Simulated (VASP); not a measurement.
**V2CuS4 with PBEsol + U: from relaxation to properties**

Aim: relax V2CuS4 with PBEsol + U, compute its properties on that cell and hold them against experiment. The steps: relaxing cell and atoms (PBEsol + U), single point with fields (PBEsol + U), band structure (PBEsol + U), total and projected DOS (PBEsol + U), volume scan with PBEsol + U and fit for PBEsol + U. The start is a computed cell from the Materials Project.

Main program and level: VASP 6.6.1; PBEsol, DFT+U (Cu d 5 eV, V d 4 eV), spin-polarised from a ferromagnetic start; plane waves and PAW (V_sv, Cu, S).

**What experiment says.**

“Non-Fermi liquid behavior in a correlated flatband pyrochlore lattice” (2023, arxiv:2311.01269) quotes from earlier work for CuV2S4, cubic spinel (literature value): lattice constant a (conventional cubic cell, quoted from earlier structure work) 9.8 Å [Rounded literature value cited from earlier work; measurement temperature not stated].

## Step 1: The structure

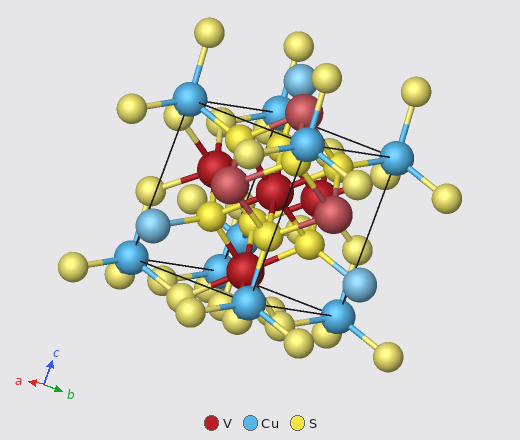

The cell as given, from a free direction (vanadium red, copper blue, sulfur yellow). Some periodic images of atoms are drawn too.

## Step 2: Relaxing cell and atoms (PBEsol + U)

The start need not lie at this functional's minimum. ISIF = 3 frees volume, shape and positions, and EDIFFG sets the threshold on forces and stress at which the search stops. PBEsol restores the gradient expansion of exchange and is tuned for the cells of solids. A Hubbard U penalises fractional filling of the localised shell, which semilocal functionals favour.

INCAR

```
SYSTEM = V2CuS4
PREC = Accurate
ENCUT = 400
EDIFF = 1E-06
NELM = 100
ISMEAR = 0
SIGMA = 0.05
LREAL = .FALSE.
ALGO = Normal
GGA = PS
NBANDS = 88
ISPIN = 2
MAGMOM = 2 2 2 2 0.6 0.6 0 0 0 0 0 0 0 0
LDAU = .TRUE.
LDAUTYPE = 2
LDAUL = 2 2 -1
LDAUU = 4 5 0
LDAUJ = 0 0 0
LDAUPRINT = 1
LASPH = .TRUE.
LMAXMIX = 4
LORBIT = 11
LWAVE = .FALSE.
LCHARG = .FALSE.
KPAR = 8
IBRION = 2
NSW = 60
ISIF = 3
EDIFFG = -0.01
```

POSCAR

```
V2CuS4
1.0
    0.0000000000      4.9362380000      4.9362380000
    4.9362380000      0.0000000000      4.9362380000
    4.9362380000      4.9362380000      0.0000000000
V Cu S
4 2 8
Direct
    0.1250000000      0.6250000000      0.6250000000
    0.6250000000      0.1250000000      0.6250000000
    0.6250000000      0.6250000000      0.6250000000
    0.6250000000      0.6250000000      0.1250000000
    0.2500000000      0.2500000000      0.2500000000
    0.0000000000      0.0000000000      0.0000000000
    0.3810736700      0.3810736700      0.8567790000
    0.8689263300      0.8689263300      0.8689263300
    0.3810736700      0.3810736700      0.3810736700
    0.3932210000      0.8689263300      0.8689263300
    0.8689263300      0.3932210000      0.8689263300
    0.8567790000      0.3810736700      0.3810736700
    0.3810736700      0.8567790000      0.3810736700
    0.8689263300      0.8689263300      0.3932210000
```

KPOINTS

```
Automatic mesh
0
Gamma
4 4 4
0 0 0
```

Potentials, in the order of the species: V_sv, Cu and S (PBE family, release 64).

On the command line:

```console
mpirun -np 8 vasp_std
```

The program printed:

```text
[banner, memory and clock lines left out]
running    8 mpi-ranks, on    1 nodes
 distrk:  each k-point on    1 cores,    8 groups
 distr:  one band on    1 cores,    1 groups

 POSCAR found type information on POSCAR V CuS
 POSCAR found :  3 types and      14 ions
|                                                                             |
|           W    W    AA    RRRRR   N    N  II  N    N   GGGG   !!!           |
|           W    W   A  A   R    R  NN   N  II  NN   N  G    G  !!!           |
|           W    W  A    A  R    R  N N  N  II  N N  N  G       !!!           |
|           W WW W  AAAAAA  RRRRR   N  N N  II  N  N N  G  GGG   !            |
|           WW  WW  A    A  R   R   N   NN  II  N   NN  G    G                |
|           W    W  A    A  R    R  N    N  II  N    N   GGGG   !!!           |
|                                                                             |
|     For optimal performance we recommend to set                             |
|       NCORE = 2 up to number-of-cores-per-socket                            |
|     NCORE specifies how many cores store one orbital (NPAR=cpu/NCORE).      |
|     This setting can greatly improve the performance of VASP for DFT.       |
|     The default, NCORE=1 might be grossly inefficient on modern             |
|     multi-core architectures or massively parallel machines. Do your        |
|     Unfortunately you need to use the default for GW and RPA                |
|     calculations (for HF NCORE is supported but not extensively tested      |
|     yet).                                                                   |
|                                                                             |

|                                                                             |
|               ----> ADVICE to this user running VASP <----                  |
|                                                                             |
|     You enforced a specific xc type in the INCAR file but a different       |
|     [... a line on the potential file left out ...]
|     I HOPE YOU KNOW WHAT YOU ARE DOING!                                     |
|                                                                             |

 LDA part: xc-table for (Slater+PW92), standard interpolation
 POSCAR, INCAR and KPOINTS ok, starting setup
 FFT: planning ... GRIDC
 FFT: planning ... GRID_SOFT
 FFT: planning ... GRID
 WAVECAR not read
 entering main loop
       N       E                     dE             d eps       ncg     rms          rms(c)
DAV:   1     0.141945840248E+04    0.14195E+04   -0.50755E+04  2992   0.125E+03
DAV:   2     0.113279740512E+03   -0.13062E+04   -0.12309E+04  2832   0.412E+02
DAV:   3    -0.718107663907E+02   -0.18509E+03   -0.16573E+03  2992   0.153E+02
DAV:   4    -0.891259078853E+02   -0.17315E+02   -0.16866E+02  3912   0.487E+01
DAV:   5    -0.900616251334E+02   -0.93572E+00   -0.93245E+00  3880   0.116E+01    0.435E+01
DAV:   6    -0.860925716037E+02    0.39691E+01   -0.10464E+02  3616   0.610E+01    0.424E+01
DAV:   7    -0.787287374970E+02    0.73638E+01   -0.50819E+01  3928   0.889E+01    0.178E+01
DAV:   8    -0.771035697220E+02    0.16252E+01   -0.12261E+01  3936   0.472E+01    0.104E+01
DAV:   9    -0.769863549663E+02    0.11721E+00   -0.31837E+00  3976   0.132E+01    0.374E+00
DAV:  10    -0.771946636462E+02   -0.20831E+00   -0.59164E-01  4056   0.100E+01    0.164E+00
DAV:  11    -0.772287447406E+02   -0.34081E-01   -0.63852E-02  3656   0.132E+00    0.943E-01
DAV:  12    -0.772464166312E+02   -0.17672E-01   -0.96118E-03  4224   0.789E-01    0.590E-01
DAV:  13    -0.772569258850E+02   -0.10509E-01   -0.52938E-03  4024   0.829E-01    0.501E-01
DAV:  14    -0.772579915510E+02   -0.10657E-02   -0.25220E-03  3936   0.478E-01    0.254E-01
DAV:  15    -0.772586839167E+02   -0.69237E-03   -0.17798E-03  4208   0.650E-01    0.933E-02
DAV:  16    -0.772588900186E+02   -0.20610E-03   -0.58911E-04  3760   0.124E-01    0.618E-02
DAV:  17    -0.772590032717E+02   -0.11325E-03   -0.96505E-05  4152   0.983E-02    0.320E-02
DAV:  18    -0.772590240422E+02   -0.20770E-04   -0.32074E-05  3984   0.551E-02    0.169E-02
DAV:  19    -0.772590274136E+02   -0.33714E-05   -0.57928E-06  2984   0.124E-02    0.738E-03
DAV:  20    -0.772590281016E+02   -0.68794E-06   -0.62400E-07  1800   0.930E-03
   1 F= -.77259028E+02 E0= -.77253672E+02  d E =-.772590E+02  mag=     6.0151
 curvature:   0.00 expect dE= 0.000E+00 dE for cont linesearch  0.000E+00
 trial: gam= 0.00000 g(F)=  0.323E-01 g(S)=  0.846E-03 ort = 0.000E+00 (trialstep = 0.100E+01)
 search vector abs. value=  0.332E-01
 bond charge predicted
       N       E                     dE             d eps       ncg     rms          rms(c)
DAV:   1    -0.772898352849E+02   -0.30808E-01   -0.17500E+00  3552   0.498E+00    0.140E+00
DAV:   2    -0.772898038074E+02    0.31477E-04   -0.24013E-01  3848   0.486E+00    0.127E+00
DAV:   3    -0.772806559305E+02    0.91479E-02   -0.27477E-02  3504   0.126E+00    0.331E-01
DAV:   4    -0.772795783510E+02    0.10776E-02   -0.76271E-03  3776   0.176E+00    0.305E-01
DAV:   5    -0.772792386442E+02    0.33971E-03   -0.32145E-03  4240   0.538E-01    0.157E-01
DAV:   6    -0.772792410925E+02   -0.24483E-05   -0.22372E-04  4128   0.125E-01    0.116E-01
DAV:   7    -0.772792129269E+02    0.28166E-04   -0.10541E-04  3952   0.840E-02    0.307E-02
DAV:   8    -0.772792199655E+02   -0.70386E-05   -0.17567E-05  3856   0.271E-02    0.163E-02
DAV:   9    -0.772792211630E+02   -0.11975E-05   -0.18841E-06  2272   0.150E-02    0.895E-03
DAV:  10    -0.772792216754E+02   -0.51241E-06   -0.12934E-06  2080   0.971E-03
   2 F= -.77279222E+02 E0= -.77273704E+02  d E =-.201936E-01  mag=     6.0276
[...]
3 F= -.77280147E+02 E0= -.77274593E+02  d E =-.211187E-01  mag=     6.0315
[...]
4 F= -.77280369E+02 E0= -.77274816E+02  d E =-.222228E-03  mag=     6.0324
 trial-energy change:   -0.000222  1 .order   -0.000243   -0.002128    0.001641
 step:   0.5842(harm=  0.5930)  dis= 0.00010  next Energy=   -77.280735 (dE=-0.588E-03)
 bond charge predicted
       N       E                     dE             d eps       ncg     rms          rms(c)
DAV:   1    -0.772886369703E+02   -0.82678E-02   -0.13242E-01  3416   0.328E+00    0.845E-01
DAV:   2    -0.772851207974E+02    0.35162E-02   -0.41832E-02  3448   0.249E+00    0.690E-01
DAV:   3    -0.772813323025E+02    0.37885E-02   -0.65692E-03  3696   0.791E-01    0.188E-01
DAV:   4    -0.772808739828E+02    0.45832E-03   -0.27140E-03  3544   0.112E+00    0.114E-01
DAV:   5    -0.772807623731E+02    0.11161E-03   -0.12156E-03  4120   0.321E-01    0.754E-02
DAV:   6    -0.772807367105E+02    0.25663E-04   -0.81814E-05  4008   0.696E-02    0.498E-02
DAV:   7    -0.772807304217E+02    0.62888E-05   -0.44750E-05  4280   0.651E-02    0.197E-02
DAV:   8    -0.772807252606E+02    0.51611E-05   -0.57743E-06  3000   0.236E-02    0.173E-02
DAV:   9    -0.772807245499E+02    0.71062E-06   -0.46421E-06  2696   0.169E-02
   5 F= -.77280725E+02 E0= -.77275170E+02  d E =-.577721E-03  mag=     6.0322
 curvature:  -0.31 expect dE=-0.356E-06 dE for cont linesearch -0.689E-07
 trial: gam= 0.00000 g(F)=  0.844E-06 g(S)=  0.299E-06 ort =-0.217E-04 (trialstep = 0.957E+00)
 search vector abs. value=  0.114E-05
 reached required accuracy - stopping structural energy minimisation
```

The job ended after 2.6 min (8 MPI ranks of Intel Xeon 6975P-C (Granite Rapids), shared host; peak memory 4.5 GiB; 20 min of CPU time).

Lines that name or quote the potential files are left out of all logs, and their timing lines are given in words.

(Part 1 of 9 ends here.)

[Lines on the potential files, build, host, timing and source positions are cut from VASP's logs without a mark.]

[Logs are printed without paths, hosts, clocks, repeated set-up lines and the standing remarks that a program may print on its own settings, such as how far it seeks lower states.]

[Hosts, paths, dates, database ids (printed as entryN), source tags and the programs' standing remarks are cut or masked in the printed files.]

[A measured line is paired with the nearest computed mode of its activity, which favours agreement.]

[In band tables of VASP the shares of atoms and orbitals are scaled to a sum of 1 inside the atoms' spheres.]
